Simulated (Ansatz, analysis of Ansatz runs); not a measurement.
# Se_In in monolayer InSe: energy, spin and levels

We look for the structure, spin, formation energy and gap states of neutral Se_In in monolayer InSe. Model: a cell of 36 host atoms with 1 In taken out and 1 Se put in.

Program: Ansatz 0.2.0. Level of theory: plane-wave PAW DFT, PBEsol and LDA; supercells relaxed in a periodic cell with vacuum, the primitive cell and the final single points with the Coulomb interaction cut along the normal. Results are calculated unless marked as measured.

**1. The starting structure**

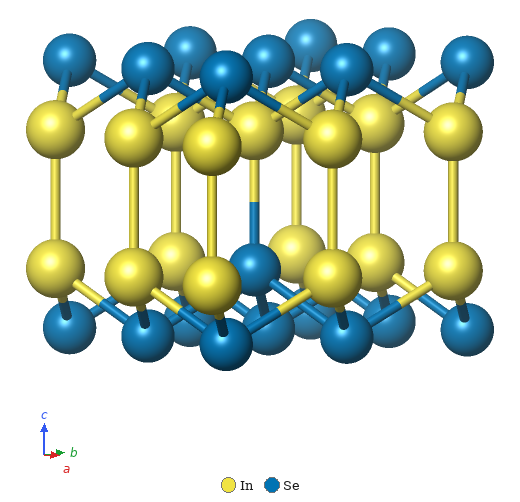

The cell as given, from the side, with the c axis up (indium yellow, selenium blue).

The cell holds 36 atoms: 17 In and 19 Se. Cell: a = 11.988 Å, b = 11.988 Å, c = 38.000 Å, α = 90.0°, β = 90.0°, γ = 120.0°. It derives from InSe (InSe monolayer (from P-6m2)), repeated 3×3×1. Vacuum lies along c. Nearest the centre at fractional (0.333, 0.333, 0.464): Se18 at 0.00 Å, Se4 at 2.64 Å, Se8 at 2.64 Å, Se20 at 2.64 Å, In17 at 2.77 Å, In2 at 4.00 Å, In14 at 4.00 Å, In6 at 4.00 Å.

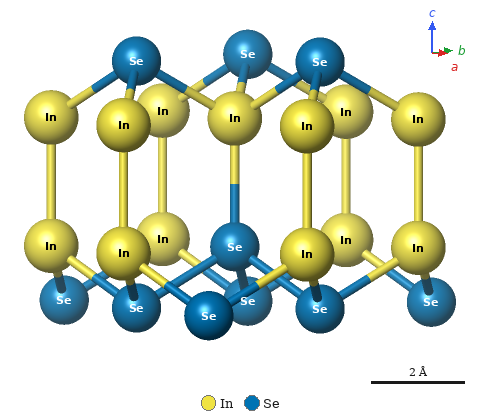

The atoms within 5 Å of the centre.

As a file:

```xyz
36
Lattice="11.9882 0.0000 0.0000 -5.9941 10.3821 0.0000 0.0000 0.0000 38.0000" Properties=species:S:1:pos:R:3
In    0.0000    0.0000   20.3867
In    0.0000    0.0000   17.6133
Se    1.9980    1.1536   21.6698
Se    1.9980    1.1536   16.3302
In   -1.9980    3.4607   20.3867
In   -1.9980    3.4607   17.6133
Se    0.0000    4.6143   21.6698
Se    0.0000    4.6143   16.3302
In   -3.9961    6.9214   20.3867
In   -3.9961    6.9214   17.6133
Se   -1.9980    8.0750   21.6698
Se   -1.9980    8.0750   16.3302
In    3.9961    0.0000   20.3867
In    3.9961    0.0000   17.6133
Se    5.9941    1.1536   21.6698
Se    5.9941    1.1536   16.3302
In    1.9980    3.4607   20.3867
Se    1.9980    3.4607   17.6133
Se    3.9961    4.6143   21.6698
Se    3.9961    4.6143   16.3302
In    0.0000    6.9214   20.3867
In    0.0000    6.9214   17.6133
Se    1.9980    8.0750   21.6698
Se    1.9980    8.0750   16.3302
In    7.9921    0.0000   20.3867
In    7.9921    0.0000   17.6133
Se    9.9902    1.1536   21.6698
Se    9.9902    1.1536   16.3302
In    5.9941    3.4607   20.3867
In    5.9941    3.4607   17.6133
Se    7.9921    4.6143   21.6698
Se    7.9921    4.6143   16.3302
In    3.9961    6.9214   20.3867
In    3.9961    6.9214   17.6133
Se    5.9941    8.0750   21.6698
Se    5.9941    8.0750   16.3302
```

The cell's shortest repeat is 12.0 Å.

**2. The perfect sheet**

One layer is cut from the bulk crystal and relaxed, atoms and in-plane cell, with the Coulomb interaction cut along the normal so that the layer doesn't feel its images.

Contents of cell/input.yaml:

```yaml
crystal:
  lattice:
    - [4.047329, 0.0, 0.0]
    - [-2.023665, 3.50509, 0.0]
    - [0.0, 0.0, 29.307875]
  atoms:
    - { symbol: In, position: [0.0, 0.0, 0.5476703] }
    - { symbol: In, position: [0.0, 0.0, 0.4523297] }
    - { symbol: Se, position: [0.6666667, 0.3333333, 0.5905537] }
    - { symbol: Se, position: [0.6666667, 0.3333333, 0.4094463] }
  periodic: [true, true, false]
basis:
  ecutwfc: 420
  xc_grid: 2
hamiltonian:
  xc: pbesol
  pseudopotentials: { kind: paw, azcp: { folder: soft_1 }, xc_functional: pbe }
kpoints:
  mp_grid: { grid: [9, 9, 1] }
scf:
  occupations: { method: fermi_dirac, width: 0.02 }
  max_iter: 60
relax:
  f_tol: 0.005
  max_steps: 60
  cell: {}
output:
  forces: true
checkpoint:
  write: "../cell.run"
  compress: false
  write_wavefunctions: false
  write_every: 100000
```

Run with:

```console
$ ansatz run input.yaml --threads 32 --pin off --max-ram 84787MiB --backend cuda --events-out ev --progress --plain --runs-dir out --max-vram 78GiB
```

Numbers of over 12 decimals in the logs are rounded to 6 here.

The log of the run:

```text
Warning: crystal.periodic: the lattice vector that does not repeat stood 0.000° off the slab's normal, 29.308 Å along it as the deck builds it. The run solves the slab on a vector along the normal, 34 [...]
crystal.periodic: the lattice vector that does not repeat stood 0.000° off the slab's normal, 29.308 Å along it as the deck builds it. The run solves the slab on a vector along the normal, 34.416 Å lo [...]
Engine: ansatz 0.2.0, aarch64-unknown-linux-gnu
[...]
Pseudopotential: In, paw, valence charge 13, recommended cutoff 420 eV (normal), soft_1/In.paw.azcp
Pseudopotential: Se, paw, valence charge 16, recommended cutoff 420 eV (normal), soft_1/Se.paw.azcp
Functional definition: PBEsol
[...]
Crystal: 4 atoms, lattice volume = 488.230 Å³
Basis set: ecut = 420 eV, 9547 PW (Γ), exchange–correlation on 60×60×480 points (8 copies of the dense FFT grid, shifted against one another)
Bands: 35, of which v1, the nominal top of the filled ones, is band 29 counted from 1 (28 counted from 0)
[...]
Space group: P-6m2 (ITA 187), of the structure as read, at distance tolerance 7.9e-5 Å
[...]
basis re-selected at this cell: Δ(F+E_penalty+E_count) = +2.741e-4 eV, ΔP = -0.000 N/m vs the last step (what re-selecting the basis moved, of the pressure what is left beyond the Pulay correction tha [...]
SCF converged after 6 iterations
Free energy (F): -21901.256099 eV
[...]
Fermi energy:    -5.160242 eV
--- Per-component energies (eV) ---
[...]
--- Forces (eV/Å), atoms counted from 1 ---
[...]
--- 2D stress c σ (N/m, compression-positive) ---
[...]
P = ½ c Tr σ = -0.0010 N/m
--- Band table (eV; the first three rows and the last of 12) ---
[...]
--- Relaxed structure (5 steps of the walk, 4 accepted, 1 SCFs on fresh bases) ---
[...]
```

Elapsed: 4.4 s, on 1 × NVIDIA GB200 with 32 threads of Arm Neoverse V2, shared host; peak memory 1.1 GiB.

The in-plane vectors went from 4.047 and 4.047 Å, as in the bulk, to 3.996 and 3.996 Å; the layer is 5.34 Å thick between its outer atoms.

**3. Does the sheet stay flat and symmetric?**

The defect-free supercell is relaxed from atoms displaced by 0.08 Å at random. A buckling or a charge-density wave of the sheet itself would otherwise be counted to the defect.

Contents of pristine.relax/input.yaml:

```yaml
crystal:
  lattice:
    - [11.9881958849, 8.551e-07, 0.0]
    - [-5.9940986829, 10.3820817543, 0.0]
    - [0.0, 0.0, 17.0]
  atoms:
    - { symbol: In, position: [0.0, 0.0, 0.5815685573] }
    - { symbol: In, position: [0.0, 0.0, 0.4184314427] }
    - { symbol: Se, position: [0.2222222222, 0.1111111111, 0.6570466163] }
    - { symbol: Se, position: [0.2222222222, 0.1111111111, 0.3429533837] }
[... 26 atom lines left out ...]
    - { symbol: Se, position: [0.8888888889, 0.4444444444, 0.6570466163] }
    - { symbol: Se, position: [0.8888888889, 0.4444444444, 0.3429533837] }
    - { symbol: In, position: [0.6666666667, 0.6666666667, 0.5815685573] }
    - { symbol: In, position: [0.6666666667, 0.6666666667, 0.4184314427] }
    - { symbol: Se, position: [0.8888888889, 0.7777777778, 0.6570466163] }
    - { symbol: Se, position: [0.8888888889, 0.7777777778, 0.3429533837] }
basis:
  ecutwfc: 420
  xc_grid: 2
hamiltonian:
  xc: pbesol
  pseudopotentials: { kind: paw, azcp: { folder: soft_1 }, xc_functional: pbe }
kpoints:
  mp_grid: { grid: [2, 2, 1] }
scf:
  occupations: { method: fermi_dirac, width: 0.01 }
  max_iter: 60
output:
  forces: true
relax:
  f_tol: 0.015
  max_steps: 100
  random_displacement: { amplitude: 0.08, seed: 846 }
```

The log of the run:

```text
[...]
Crystal: 36 atoms, lattice volume = 2115.861 Å³
Basis set: ecut = 420 eV, 41259 PW (Γ), exchange–correlation on 162×162×240 points (8 copies of the dense FFT grid, shifted against one another)
Bands: 314, of which v1, the nominal top of the filled ones, is band 261 counted from 1 (260 counted from 0)
[...]
k-points: 4
[...]
SCF iter   2: F=—  HF=-197110.705685 eV  |F-HF|=—  |Δ(HF+E_count)|=   1.03e-1  Δρ=2.19e-3  dr2=7.71e-2  ethr=8.50e-5  ⟨swp⟩=3.2  Hψ=1392  notcnv=0  defer=179
[...]
SCF iter   7: F=-197110.693307 eV  HF=-197110.693309 eV  |F-HF|=2.12e-6  |Δ(HF+E_count)|=   9.36e-6  Δρ=1.67e-5  dr2=9.28e-6  ethr=1.92e-8  ⟨swp⟩=2.5  Hψ=3493  notcnv=0
SCF 2 converged in 7 iterations: F = -197110.693307 eV  dr2 = 9.28e-6
[...]
SCF 5 converged in 6 iterations: F = -197111.240490 eV  dr2 = 5.53e-8
[...]
relax step   5: F+E_penalty+E_count = -197111.24049032 eV  Δ(F+E_penalty+E_count) = -7.693e-4 eV  max|allowed force component| = 1.905e-3 eV/Å  Δτ_max = 0.0092 Å  (6 SCF iters, accepted)
SCF converged after 6 iterations
[...]
--- Relaxed structure (5 steps of the walk, 5 accepted, 0 SCFs on fresh bases) ---
[...]
```

It took 4.7 s on 1 × NVIDIA GB200 with 32 threads; peak memory 1.5 GiB.

A first try of the k-points missed the dense mesh's energy by 90 meV an atom, so the mesh was refined. At a 2×2×1 Γ-centred mesh the symmetric supercell lies within 2 meV an atom of the primitive cell's dense mesh.

It returns to the energy of the symmetric cell, so the symmetric sheet is kept as the host.

**4. Band edges against the vacuum level**

With the interaction cut along the normal, the potential far from the sheet is the zero of energy, so band edges and defect states of different cells share one scale, as long as a cell has no dipole along the normal.

Contents of host/input.yaml:

```yaml
crystal:
  lattice:
    - [3.996065295, 2.85e-07, 0.0]
    - [-1.9980328943, 3.4606939181, 0.0]
    - [0.0, 0.0, 38.0]
  atoms:
    - { symbol: In, position: [0.0, 0.0, 0.5364911967] }
    - { symbol: In, position: [0.0, 0.0, 0.4635088033] }
    - { symbol: Se, position: [0.6666666667, 0.3333333333, 0.5702576967] }
    - { symbol: Se, position: [0.6666666667, 0.3333333333, 0.4297423033] }
  periodic: [true, true, false]
basis:
  ecutwfc: 420
  xc_grid: 2
hamiltonian:
  xc: pbesol
  pseudopotentials: { kind: paw, azcp: { folder: soft_1 }, xc_functional: pbe }
kpoints:
  mp_grid: { grid: [6, 6, 1] }
  band_path: { path: [VBM, CBM], npoints: 1 }
scf:
  occupations: { method: fixed }
  max_iter: 60
output:
  forces: true
  eigenvalues: true
  write_potential: true
  volumetric_format: npy
```

The log of the run:

```text
[...]
Crystal: 4 atoms, lattice volume = 525.508 Å³
Basis set: ecut = 420 eV, 10327 PW (Γ), exchange–correlation on 54×54×512 points (8 copies of the dense FFT grid, shifted against one another)
Bands: 35, of which v1, the nominal top of the filled ones, is band 29 counted from 1 (28 counted from 0)
[...]
k-points: 7 of 36 (time reversal used)
[...]
SCF iter   9: F=—  HF=-21901.248932 eV  |F-HF|=—  |Δ(HF+E_count)|=   4.99e-7  Δρ=5.18e-6  dr2=1.51e-7  ethr=1.78e-9  ⟨swp⟩=2.7  Hψ=494  notcnv=0  defer=28
SCF iter  10: F=-21901.248932 eV  HF=-21901.248932 eV  |F-HF|=3.38e-9  |Δ(HF+E_count)|=   6.22e-8  Δρ=9.40e-7  dr2=4.46e-9  ethr=1.72e-10  ⟨swp⟩=29.1  Hψ=3120  notcnv=0
SCF 1 converged in 10 iterations: F = -21901.248932 eV  dr2 = 4.46e-9
[...]
WARN: The output density's exchange-correlation potential varies sharply where the density is thin. Do not read a vacuum level from v_tot or v_xc, or from such a field of the output density. On a cell [...]
SCF converged after 10 iterations
Free energy (F): -21901.248932 eV
[...]
Fermi energy:    -6.003783 eV
[...]
--- Forces (eV/Å), atoms counted from 1 ---
[...]
--- Band table (eV; the first three rows and the last of 7) ---
[...]
```

Elapsed: 2.6 s, on 1 × NVIDIA GB200 with 32 threads; peak memory 1.4 GiB.

No search for the edges ended, so they are those of this mesh alone, and the true gap can be smaller. The valence top lies 6.00 eV and the conduction bottom 4.36 eV below the vacuum level: a gap of 1.65 eV.

(Part 1 of 3 ends here.)

[Logs are printed without paths, hosts, clocks, repeated set-up lines and the standing remarks that a program may print on its own settings, such as how far it seeks lower states.]

[Hosts, paths, dates, database ids (printed as entryN), source tags and the programs' standing remarks are cut or masked in the printed files.]

[Maps of the electrostatic potential energy from Ansatz leave out the sawtooth potential of an applied field or a dipole correction, so their vacuum need not be flat.]
